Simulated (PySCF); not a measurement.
**C₄H₇N: one change and its effect**

System: C₄H₇N.
Method of run 1: GIAO PBE0/cc-pVDZ NMR shielding, non-relativistic, gas phase (PySCF 2.14.0).

The geometry comes from this level: PBE0-D3(BJ)/def2-SVP. Text and figures count atoms from 1; the logs count them from 0 in places.

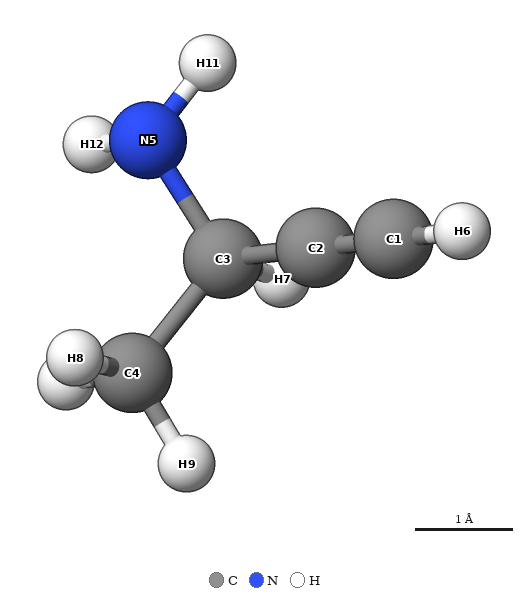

Figure 1. The input geometry (ball-and-stick view, seen at a tilt; atoms are numbered from 1 in the order of the input). Bond lengths as drawn: C–C 1.21 to 1.53 Å, C–H 1.07 to 1.11 Å, C–N 1.46 Å and H–N 1.02 Å.

**The input, run 1**
```
{"job": {"kind": "nmr", "xc": "PBE0", "basis": "cc-pVDZ", "pop": true}, "charge": 0, "multiplicity": 1}
C      1.210644     2.189671     0.147813
C      0.522874     1.201806     0.018210
C     -0.314980     0.011741    -0.162700
C      0.473765    -1.263057     0.127744
N     -1.468568     0.081641     0.724980
H      1.823993     3.063036     0.269575
H     -0.593259    -0.004762    -1.240156
H      0.794914    -1.268968     1.178728
H      1.357181    -1.339434    -0.521341
H     -0.160660    -2.146175    -0.047651
H     -1.989121     0.940300     0.557117
H     -2.100326    -0.689825     0.516732
```

The first line tells a small driver script what to run in PySCF; the rest is the geometry in Å.

Hardware: 1 CPU thread, shared host.

**Output (run 1)**
```
coarse grid: 9752 points
cycle   1  E = -211.0057709552  dE =  5.049e-01  |g| = 4.319e-01  |ddm| = 6.425e+00
cycle   2  E = -211.0051783317  dE =  5.926e-04  |g| = 4.503e-01  |ddm| = 1.532e+00
cycle   3  E = -211.0530936165  dE = -4.792e-02  |g| = 4.990e-02  |ddm| = 7.637e-01
cycle   4  E = -211.0535790447  dE = -4.854e-04  |g| = 1.849e-02  |ddm| = 9.997e-02
cycle   5  E = -211.0536601194  dE = -8.107e-05  |g| = 4.414e-03  |ddm| = 3.770e-02
cycle   6  E = -211.0536622863  dE = -2.167e-06  |g| = 3.340e-03  |ddm| = 9.266e-03
cycle   7  E = -211.0536650044  dE = -2.718e-06  |g| = 6.086e-04  |ddm| = 4.376e-03
final grid: 93432 points
cycle   8  E = -211.0627546344  dE = -2.060e-05  |g| = 7.283e-03  |ddm| = 5.574e-02
cycle   9  E = -211.0627456229  dE =  9.012e-06  |g| = 9.516e-03  |ddm| = 2.745e-02
cycle  10  E = -211.0627669421  dE = -2.132e-05  |g| = 2.540e-03  |ddm| = 1.562e-02
cycle  11  E = -211.0627685623  dE = -1.620e-06  |g| = 2.969e-04  |ddm| = 3.340e-03
cycle  12  E = -211.0627685831  dE = -2.081e-08  |g| = 8.462e-05  |ddm| = 5.901e-04
cycle  13  E = -211.0627685848  dE = -1.668e-09  |g| = 2.175e-05  |ddm| = 1.561e-04
cycle  14  E = -211.0627685849  dE = -1.025e-10  |g| = 7.050e-06  |ddm| = 4.361e-05
converged SCF energy = -211.0627685849

GIAO shielding tensors (ppm)
atom      isotropic    diamagn.    paramagn.     s11        s22        s33       span
  0 C      126.700     267.244    -140.544     65.046     68.282    246.771    181.725
  1 C      112.419     250.013    -137.594     16.968     22.745    297.543    280.575
  2 C      154.875     247.207     -92.332    143.764    148.937    171.924     28.160
  3 C      171.213     244.711     -73.498    155.063    164.237    194.338     39.275
  4 N      227.403     306.620     -79.218    185.784    242.750    253.674     67.890
  5 H       29.497      33.940      -4.443     24.729     24.950     38.811     14.082
  6 H       27.325      30.149      -2.824     23.766     25.648     32.560      8.794
  7 H       29.909      28.919       0.990     27.091     28.216     34.418      7.327
  8 H       30.085      29.048       1.037     26.245     28.243     35.766      9.520
  9 H       30.422      29.273       1.149     26.537     28.426     36.302      9.765
 10 H       30.897      29.726       1.171     24.013     29.022     39.655     15.642
 11 H       31.464      30.100       1.364     24.363     29.481     40.547     16.184
```

For run 2 the input was changed thus:
```diff
-"basis": "cc-pVDZ"
+"basis": "IGLO-III"
```

How does run 2 compare with run 1?

The total energy of run 2 is 47.5 kcal/mol lower, which measures the change of basis and not a stability. The HOMO goes from −6.83 to −7.17 eV. The LUMO goes from 1.20 to 0.36 eV. The dipole moment goes from 1.47 to 1.51 D. Of all shieldings, the largest change is that of C2, by −21.4 ppm. The number of SCF iterations is the same. The basis functions go from 105 to 245.

**Output (run 2)**
```
coarse grid: 9752 points
cycle   1  E = -211.0884666137  dE =  4.587e-01  |g| = 4.705e-01  |ddm| = 2.229e+00
cycle   2  E = -211.0794881933  dE =  8.978e-03  |g| = 5.186e-01  |ddm| = 7.315e-01
cycle   3  E = -211.1402538927  dE = -6.077e-02  |g| = 6.472e-02  |ddm| = 4.205e-01
cycle   4  E = -211.1408609892  dE = -6.071e-04  |g| = 3.197e-02  |ddm| = 5.941e-02
cycle   5  E = -211.1410684624  dE = -2.075e-04  |g| = 9.909e-03  |ddm| = 2.438e-02
cycle   6  E = -211.1410871196  dE = -1.866e-05  |g| = 4.866e-03  |ddm| = 6.304e-03
cycle   7  E = -211.1410926820  dE = -5.562e-06  |g| = 5.628e-04  |ddm| = 2.376e-03
final grid: 93432 points
cycle   8  E = -211.1383887687  dE = -6.801e-05  |g| = 7.088e-03  |ddm| = 6.501e-02
cycle   9  E = -211.1383817722  dE =  6.997e-06  |g| = 8.879e-03  |ddm| = 1.177e-02
cycle  10  E = -211.1383994080  dE = -1.764e-05  |g| = 2.088e-03  |ddm| = 6.386e-03
cycle  11  E = -211.1384003853  dE = -9.773e-07  |g| = 5.891e-04  |ddm| = 1.083e-03
cycle  12  E = -211.1384004605  dE = -7.524e-08  |g| = 1.820e-04  |ddm| = 3.591e-04
cycle  13  E = -211.1384004678  dE = -7.316e-09  |g| = 3.249e-05  |ddm| = 1.204e-04
cycle  14  E = -211.1384004681  dE = -2.107e-10  |g| = 9.369e-06  |ddm| = 3.231e-05
converged SCF energy = -211.1384004681

GIAO shielding tensors (ppm)
atom      isotropic    diamagn.    paramagn.     s11        s22        s33       span
  0 C      108.696     269.856    -161.161     40.135     43.475    242.477    202.341
  1 C       91.000     253.308    -162.308    -15.532    -10.223    298.755    314.287
  2 C      141.171     247.606    -106.435    130.177    134.572    158.763     28.586
  3 C      158.049     247.137     -89.088    140.657    150.466    183.023     42.366
  4 N      210.066     311.666    -101.600    168.851    222.404    238.942     70.090
  5 H       29.430      31.069      -1.639     24.619     24.748     38.923     14.304
  6 H       27.159      30.288      -3.129     23.569     25.529     32.379      8.810
  7 H       29.992      29.229       0.764     27.187     28.378     34.413      7.226
  8 H       30.069      29.093       0.976     26.175     28.143     35.891      9.715
  9 H       30.431      29.080       1.351     26.475     28.384     36.435      9.960
 10 H       30.544      29.101       1.442     23.685     28.616     39.330     15.645
 11 H       31.085      29.842       1.244     24.190     28.799     40.266     16.076
```

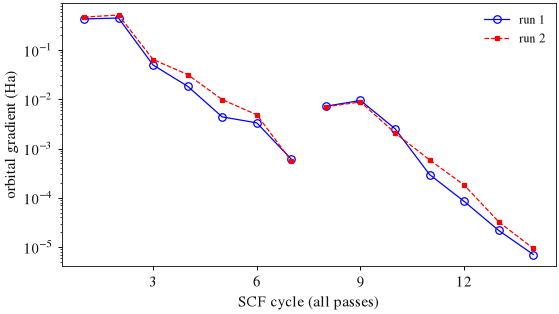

Figure 2. Convergence of the two runs: orbital gradient against the SCF cycle. A break in a curve parts two SCF passes (coarse and final grid). Run 1 takes 14 cycles in all, and run 2 takes 14.

**The two runs side by side**

```tsv
quantity	run 1	run 2
outcome	converged	converged
total energy (hartree)	−211.062769	−211.138400
HOMO (eV)	−6.83	−7.17
LUMO (eV)	1.20	0.36
dipole moment (D)	1.47	1.51
shielding of C1 (ppm)	126.7	108.7
shielding of C2 (ppm)	112.4	91.0
shielding of C3 (ppm)	154.9	141.2
shielding of C4 (ppm)	171.2	158.0
shielding of N5 (ppm)	227.4	210.1
shielding of H11 (ppm)	30.9	30.5
shielding of H12 (ppm)	31.5	31.1
SCF iterations	14	14
basis functions	105	245
wall time (shared host)	12 s	36 s
```
